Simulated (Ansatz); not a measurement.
# La on Ni(111): change of the work function, part 4 of 4

Aim: the work function of Ni(111) at several coverages of La (fcc site), and the dipole that each adsorbate carries.

Ansatz 0.2.0; plane-wave DFT, PBE, Ansatz PAW.

So far, work function, upper face (eV): step 2 (the clean slab) 5.07; step 3 (37 atoms, coverage 0.111 ML, cell 3x3) 2.40.

### Step 4. Adsorbate added, k-mesh 6×6×1, coverage 0.25 ML (continued)

The steps of the relaxation:

| step | energy less that of the first step (eV) | largest force component (eV/Å) |
| --- | --- | --- |
| 1 | 0.0000 | 2.1171 |
| 2 | -0.4756 | 2.2835 |
| 3 | -0.9996 | 2.3071 |
| 4 | -1.4773 | 1.9610 |
| 5 | -1.8016 | 0.9824 |
| 6 | -1.8874 | 0.4041 |
| 7 | -1.9237 | 0.2728 |
| 8 | -1.9282 | 0.0228 |
| 9 | -1.9283 | 0.0034 |

The run keeps the 6 symmetry operations that it works with, so distortions that break them were not tested.

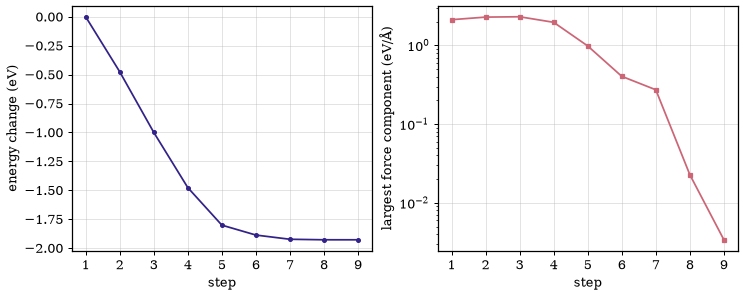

Energy and largest force along the relaxation.

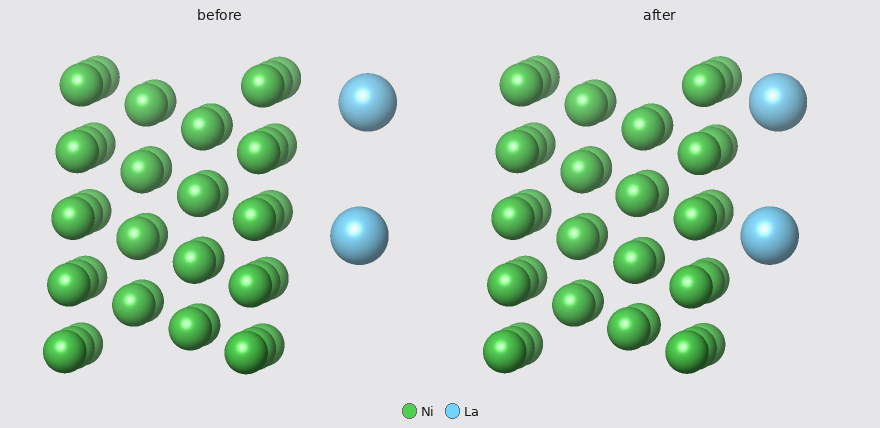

Before and after, at one scale.

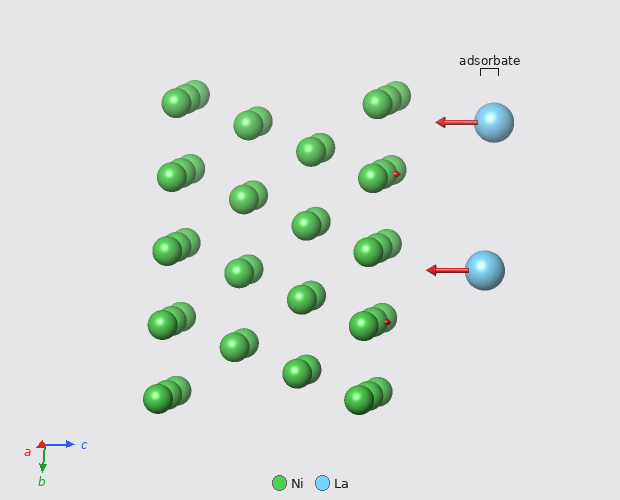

Displacements in the relaxation, exaggerated; the longest in the cell stands for 1.00 Å. 1×2×1 cells are drawn. Some periodic images of atoms are drawn too.

The atoms that moved most (Å):

| atom | dx | dy | dz | length |
| --- | --- | --- | --- | --- |
| La17 | 0.000 | 0.000 | -0.996 | 0.996 |
| Ni16 | 0.000 | 0.000 | 0.153 | 0.153 |
| Ni15 | 0.000 | 0.000 | -0.050 | 0.050 |
| Ni4 | -0.027 | -0.016 | 0.026 | 0.041 |
| Ni12 | 0.027 | -0.016 | 0.026 | 0.041 |
| Ni8 | 0.000 | 0.032 | 0.026 | 0.041 |
| Ni7 | 0.000 | -0.008 | 0.015 | 0.018 |
| Ni11 | -0.007 | 0.004 | 0.015 | 0.018 |

The relaxed structure:

```xyz
17
Lattice="4.9780 0.0000 0.0000 2.4890 4.3111 0.0000 0.0000 0.0000 27.1546" Properties=species:S:1:pos:R:3
Ni    0.0000    0.0000    9.0000
Ni    1.2445    0.7185   11.0323
Ni    2.4962    1.4412   13.0732
Ni   -0.0274   -0.0158   15.0885
Ni    1.2445    2.1556    9.0000
Ni    2.4890    2.8741   11.0323
Ni    3.7335    3.5843   13.0732
Ni    1.2445    2.1871   15.0885
Ni    2.4890    0.0000    9.0000
Ni    3.7335    0.7185   11.0323
Ni    4.9708    1.4412   13.0732
Ni    2.5164   -0.0158   15.0885
Ni    3.7335    2.1556    9.0000
Ni    4.9780    2.8741   11.0323
Ni    6.2225    3.5926   13.0079
Ni    3.7335    2.1556   15.2159
La    1.2445    0.7185   17.1590
```

Numbers from this step:

- energy at zero smearing: -99682.3210 eV
- total moment: 8.415 μB
- work function, upper face: 2.435 eV
- work function, lower face: 5.070 eV
- dipole along the normal: 0.3125 e·Å
- step between the vacuum levels: -2.635 eV

Running mean over 2.032 Å of the planar mean; the ramp of the sawtooth is left out. Table of electron's electrostatic potential energy less the Fermi level by z:

| z (Å) | electron's electrostatic potential energy less the Fermi level (eV) |
| --- | --- |
| 4 | 5.07 |
| 5 | 5.07 |
| 6 | 5.02 |
| 7 | 4.38 |
| 8 | -3.19 |
| 9 | -10.0 |
| 10 | -10.3 |
| 11 | -10.4 |
| 12 | -10.4 |
| 13 | -10.3 |
| 14 | -9.96 |
| 15 | -10.3 |
| 16 | -7.99 |
| 17 | -3.97 |
| 18 | -2.44 |
| 19 | 1.09 |
| 20 | 2.17 |
| 21 | 2.38 |
| 22 | 2.43 |
| 23 | 2.43 |
| 24 | 2.44 |

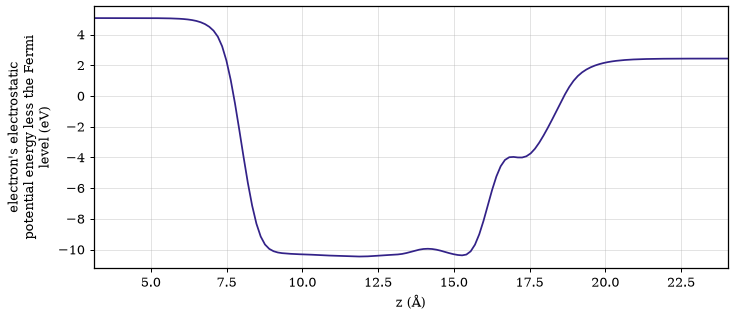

Electron's electrostatic potential energy less the Fermi level against z.

The density of states has structure finer than the step of the table below, so its rows give means over 0.5 eV, whole bins alone (the curve runs from -8 to 1.98 eV). Peaks (eV: height): total -2.44: 58.6, -2.08: 65.2, -1.11: 62.9, -0.93: 71.1, -0.66: 69.2, -0.57: 60.3, 1.89: 60.4; up -2.47: 32.7, -2.14: 40.4, -2.02: 38.6, -1.86: 34.9, -1.29: 34.8, -0.78: 32.7, -0.66: 43.8; down -2.08: 36.1, -1.47: 34.7, -1.11: 34.4, -0.93: 44.0, -0.75: 33.2, 0.12: 34.8, 1.89: 34.1.

Table of density of states by energy, zero at the Fermi level; means over each step; values in states/eV a cell:

| energy (eV) | total | up | down |
| --- | --- | --- | --- |
| -7.5 | 0.917 | 0.459 | 0.458 |
| -7.0 | 2.13 | 1.06 | 1.08 |
| -6.5 | 1.89 | 0.959 | 0.932 |
| -6.0 | 2.55 | 1.30 | 1.25 |
| -5.5 | 2.79 | 1.45 | 1.34 |
| -5.0 | 5.94 | 3.57 | 2.38 |
| -4.5 | 8.44 | 5.92 | 2.53 |
| -4.0 | 18.7 | 10.8 | 7.88 |
| -3.5 | 22.7 | 12.8 | 9.89 |
| -3.0 | 26.6 | 14.1 | 12.5 |
| -2.5 | 36.5 | 21.6 | 14.9 |
| -2.0 | 46.0 | 24.8 | 21.2 |
| -1.5 | 45.7 | 21.2 | 24.5 |
| -1.0 | 46.1 | 25.2 | 20.9 |
| -0.5 | 43.5 | 20.7 | 22.8 |
| 0.0 | 29.8 | 4.83 | 24.9 |
| 0.5 | 11.0 | 3.26 | 7.76 |
| 1.0 | 9.51 | 4.51 | 5.00 |
| 1.5 | 10.7 | 4.60 | 6.11 |

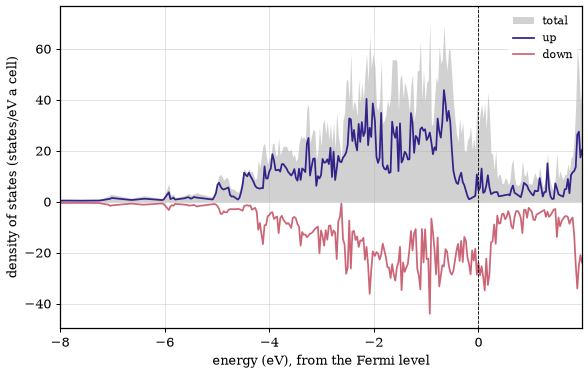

Density of states, plotted against energy. Down spins are drawn negative.

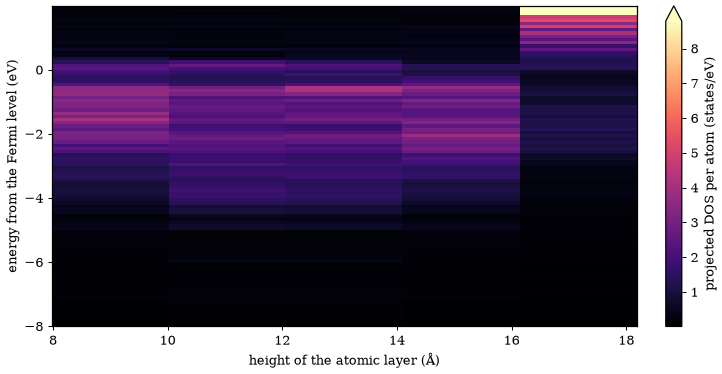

Projected DOS per atom over height of the atomic layer and energy from the Fermi level. Layers: Ni4 Ni4 Ni4 Ni4 La from below.

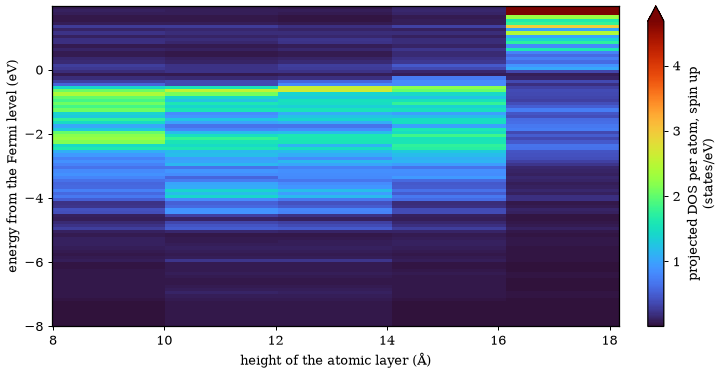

Projected DOS per atom, spin up over height of the atomic layer and energy from the Fermi level. Layers: Ni4 Ni4 Ni4 Ni4 La from below.

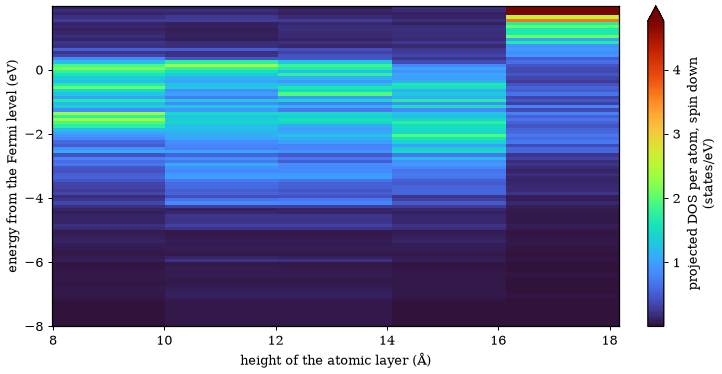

Projected DOS per atom, spin down over height of the atomic layer and energy from the Fermi level. Layers: Ni4 Ni4 Ni4 Ni4 La from below.

Site moment by atom:

| atom | site moment (μB) |
| --- | --- |
| Ni1 | 0.711 |
| Ni2 | 0.713 |
| Ni3 | 0.614 |
| Ni4 | 0.197 |
| Ni5 | 0.711 |
| Ni6 | 0.718 |
| Ni7 | 0.614 |
| Ni8 | 0.197 |
| Ni9 | 0.711 |
| Ni10 | 0.718 |
| Ni11 | 0.614 |
| Ni12 | 0.197 |
| Ni13 | 0.706 |
| Ni14 | 0.718 |
| Ni15 | 0.609 |
| Ni16 | 0.347 |
| La17 | -0.033 |

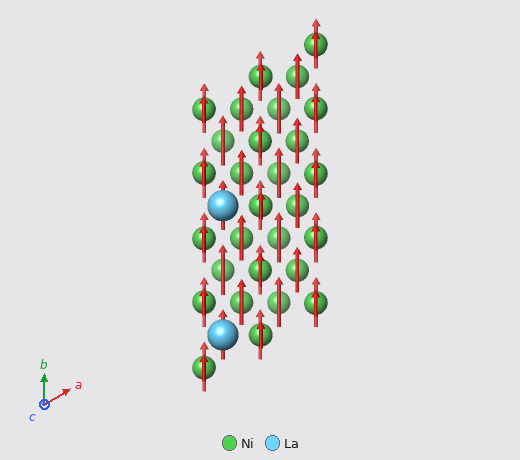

Site moment as arrows, the longest 0.718 μB. Up and down stand for the sign. Arrows give size and sign along the axis of quantisation, drawn up and down the page. Each arrow also spans its atom, so small moments look longer than they are. 1×2×1 cells are drawn. Some periodic images of atoms are drawn too.

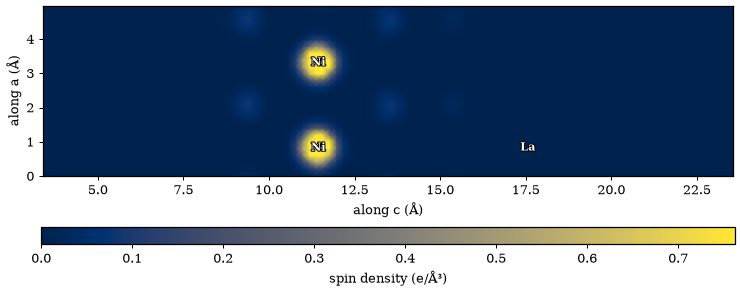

Spin density in the ca plane at fractional y = 0.167, with atoms of Ni and La within 0.2 Å of it. The far vacuum is left out of the map.

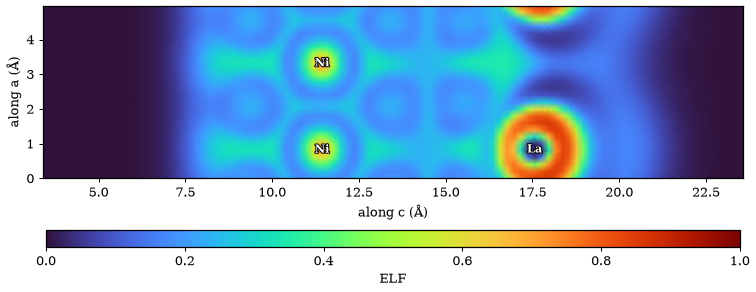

ELF in the ca plane at fractional y = 0.167, with atoms of Ni and La within 0.2 Å of it. It is the smooth field of the valence electrons, not physical close to the nuclei. The far vacuum is left out of the map.

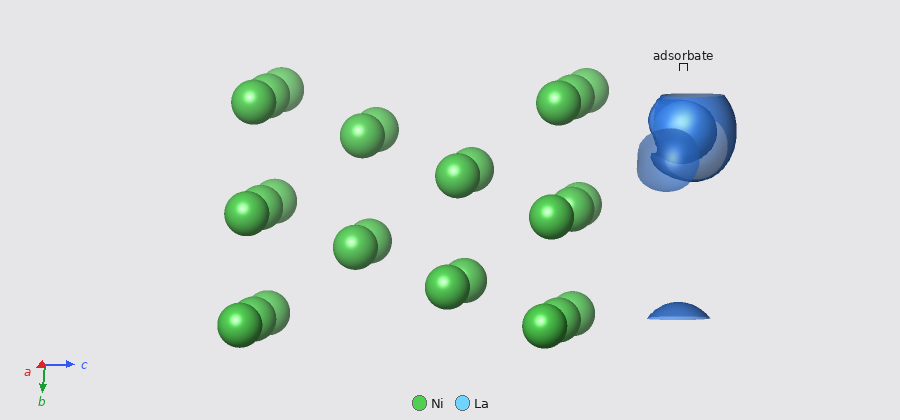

Surface of ELF = 0.78.

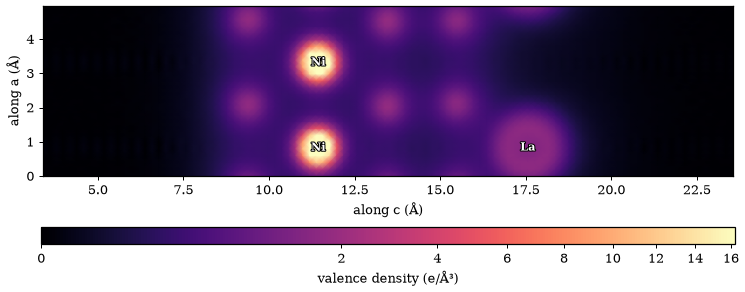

Valence density in the ca plane at fractional y = 0.167, with atoms of Ni and La within 0.2 Å of it. It is the smooth field of the valence electrons, not physical close to the nuclei. The colour scale is stretched toward low values. The far vacuum is left out of the map.

The relaxation took 9 steps and lowered the energy by 1.9 eV; the largest force on the free atoms ends at 0.0034 eV/Å.

By hand: a sheet of dipoles makes a step −p/(ε₀A) in the electron's potential. With e/ε₀ = 180.95 V·Å, p = 0.3125 e·Å and A = 21.46 Å², that is −180.95 × (0.3125) / 21.46 = -2.635 eV, and the two vacuum levels of the run differ by -2.635 eV.

The covered face has 2.44 eV, -2.64 eV against the clean one; the bare back face has moved by -0.01 eV, a measure of how thin the slab is.

### Step 5. Work function against coverage

This step: plane-wave DFT, PBE, Ansatz PAW; work function against coverage (Ansatz 0.2.0).

The runs are now put side by side.

Numbers from this step:

```
work function of the clean face     : 5.072 eV
largest change of the work function : -2.668 eV
```

The work function of the covered face by coverage:

| coverage (adsorbates/nm²) | work function of the covered face (eV) |
| --- | --- |
| 0.00 | 5.07 |
| 2.07 | 2.40 |
| 4.66 | 2.44 |

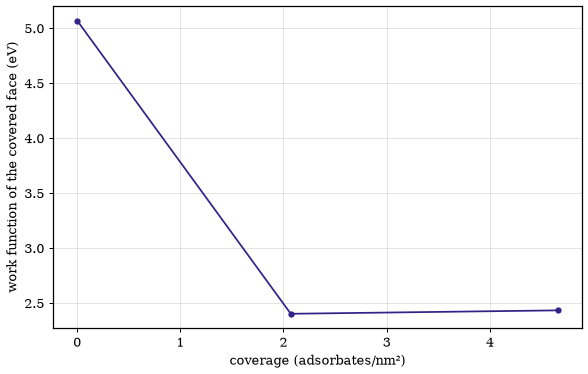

Work function of the covered face against coverage.

The dipole per adsorbate comes from the change of the cell's dipole. Coverage, by row:

| coverage (1/nm²) | coverage (ML) | work function (eV) | change (eV) | dipole per adsorbate, positive end outwards (debye) | mean height of the added atoms over the highest substrate atom (Å) |
| --- | --- | --- | --- | --- | --- |
| 2.071 | 0.1111 | 2.404 | -2.668 | 3.411 | 2.005 |
| 4.66 | 0.25 | 2.435 | -2.637 | 1.495 | 1.943 |

### Step 6. Outcome

```
work function of the clean face                        : 5.07 eV
work function at 0.11 ML                               : 2.40 eV
work function at 0.25 ML                               : 2.44 eV
dipole per adsorbate at 0.11 ML, positive end outwards : 3.41 D
```

What this shows: La lowers the work function of Ni(111) at the lowest coverage, by 2.67 eV: the adsorbate layer has its positive end outwards. The slab has 4 layers, at the tabulated experimental lattice constant, one starting site was run, and quantum-size effects of a slab this thin can reach one or two tenths of an eV. The magnetic order is the one reached from the typed start; other orders were not compared.

[Logs are printed without paths, hosts, clocks, repeated set-up lines and the standing remarks that a program may print on its own settings, such as how far it seeks lower states.]

[Hosts, paths, dates, database ids (printed as entryN), source tags and the programs' standing remarks are cut or masked in the printed files.]

[Maps of the electrostatic potential energy from Ansatz leave out the sawtooth potential of an applied field or a dipole correction, so their vacuum need not be flat; planar profiles and work functions include it.]
